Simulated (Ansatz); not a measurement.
# CHAlNSe (SMILES [Al][N+]#C[SeH]) (charge +1): what the fields show

| atom | x (Å) | y (Å) | z (Å) |
| --- | --- | --- | --- |
| C | -2.3521 | -0.3186 | -0.2335 |
| Al | -0.5661 | -0.2490 | 2.5016 |
| N | -1.7063 | -0.3138 | 0.7350 |
| Se | -3.4095 | -0.2183 | -1.7098 |
| H | -2.8739 | -1.5018 | -2.2085 |

Geometry: PBE0-D3(BJ)/def2-SVP.

Theory: isolated molecule in a Gaussian basis; Kohn-Sham density functional theory, functional PBE0 in Ansatz 0.2.0.

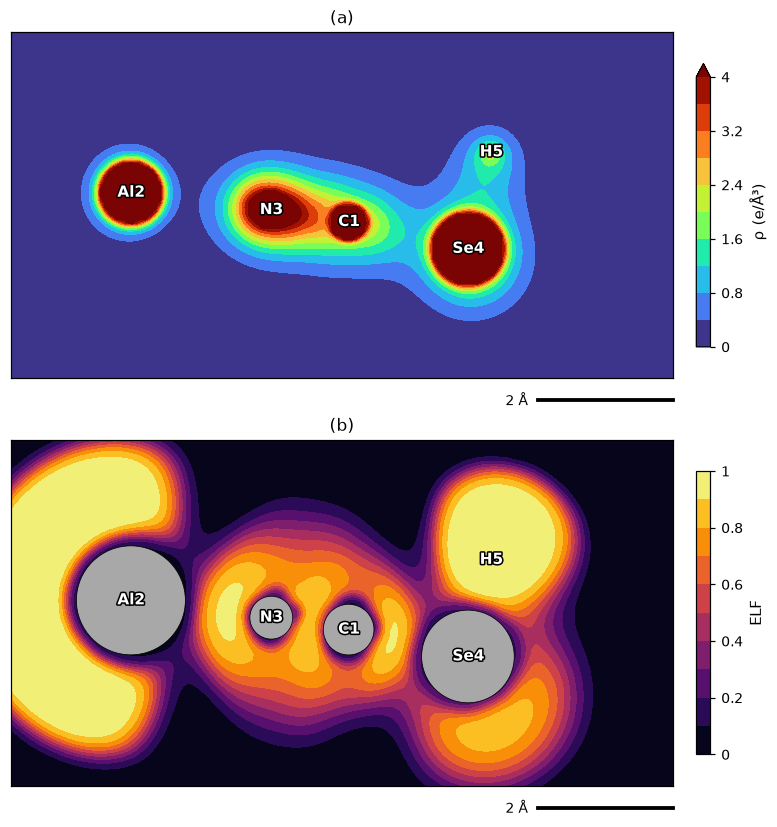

Figure 1. (a) electron density; (b) electron localisation function on the molecular plane. Grey discs cover the atomic cores in the ELF map.

What does the map show?

Atoms in the plane: C, Al, N, Se and H. C–N (1.16 Å): the density is about 3.5 e/Å³ at the midpoint; the ELF peaks at about 0.85 between the atoms; a short, multiple covalent bond. C–Se (1.82 Å): ρ at the midpoint is about 1.2 e/Å³; the ELF peaks at about 0.90 between the atoms, as expected for localised, covalent bonding. Al–N (2.10 Å): the density is about 0.42 e/Å³ at the midpoint; the ELF peaks at about 0.95 in the valence shell of N, 0.7 Å from its nucleus, and is about 0.60 at the midpoint. Se–H (1.48 Å): ρ is about 1.4 e/Å³ halfway; the ELF climbs to about 1 towards the hydrogen, as it does in any bond to H. The ELF also peaks beside Se4, away from the bonds: lone-pair regions.

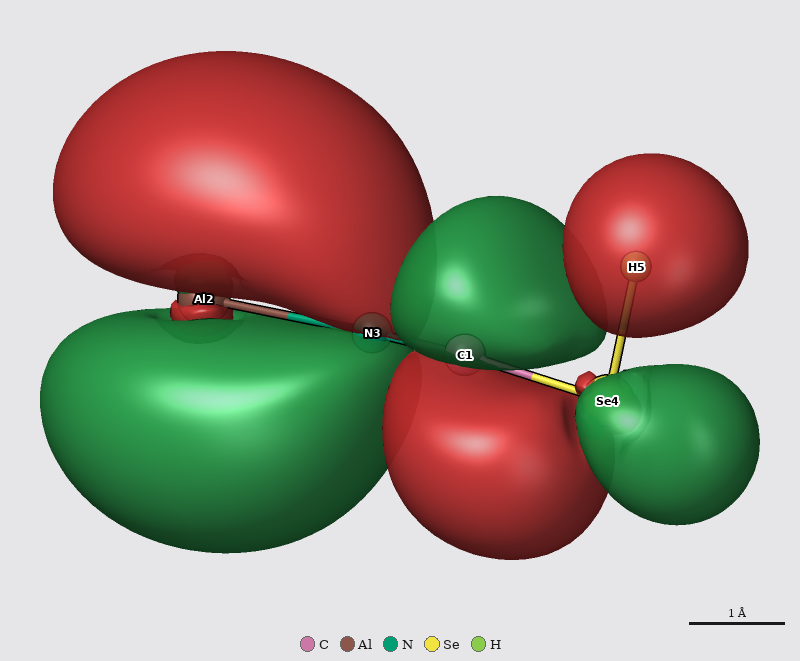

Figure 2. The LUMO at ±0.05 Å⁻³ᐟ² (green and red are the two phases), seen at a tilt.

What is the character of this orbital?

By Hirshfeld shares it lies mainly on Al2 (about 50 %), C1 (about 20 %), N3 (about 15 %) and Se4 (about 10 %); it is symmetric in the molecular plane (an in-plane orbital: σ, lone-pair or in-plane π type). Its energy is −6.92 eV.

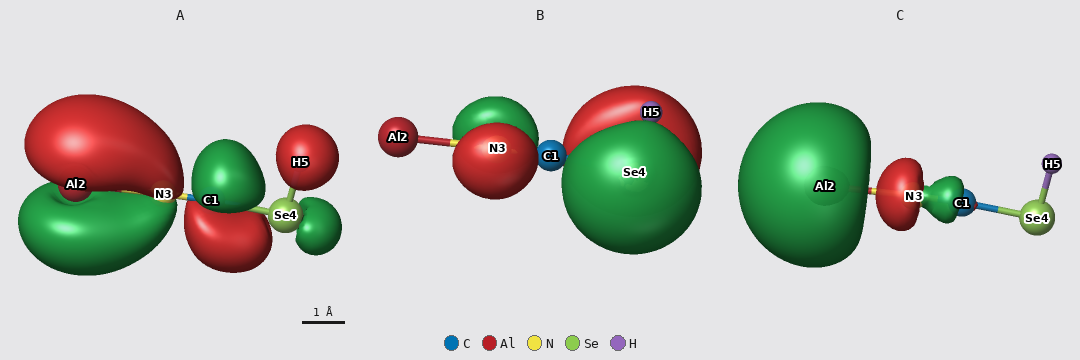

Figure 3. Three frontier orbitals at ±0.08 Å⁻³ᐟ² (green and red are the two phases), in no order.

Which picture is the HOMO−1, the HOMO and the LUMO?

B is the HOMO−1 (−12.71 eV). It lies mainly on Se4 (about 75 %) and N3 (about 15 %); it changes sign across the molecular plane (π type); π-antibonding (a node) across C1–N3. C is the HOMO (−12.16 eV). By Hirshfeld shares it lies mainly on Al2 (about 90 %) and N3 (about 10 %); it is symmetric in the molecular plane (an in-plane orbital: σ, lone-pair or in-plane π type). A is the LUMO (−6.92 eV). Its weight (Hirshfeld) is mainly on Al2 (about 50 %), C1 (about 20 %), N3 (about 15 %) and Se4 (about 10 %); it is symmetric in the molecular plane (an in-plane orbital: σ, lone-pair or in-plane π type).

What is the HOMO–LUMO gap?

5.24 eV between the orbital energies.
